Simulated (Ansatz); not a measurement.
An ideal cubic perovskite cell is held by its symmetry; such compounds can tilt or shift off centre at room temperature.

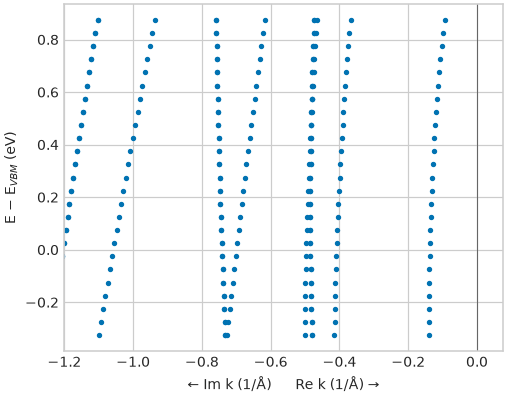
Figure. Complex bands at the centre of the two-dimensional zone; Ansatz (a program for electronic structure) with r2SCAN

The gap is the functional's own, uncorrected, and κ follows it; spin-orbit coupling is left out. Mid-gap values are interpolated between the computed energies.

**Question.** This is CsSnI3 (Pm-3m, cubic perovskite, 5 atoms a cell, 49.7 Å³ an atom) along the normal of (001). Read off the slowest decay at the centre of the two-dimensional zone at 0.33 eV, the computed energy nearest the middle of the gap.

**Answer.** κ ≈ 0.13 1/Å, a decay length 1/(2κ) of the density of 3.9 Å.
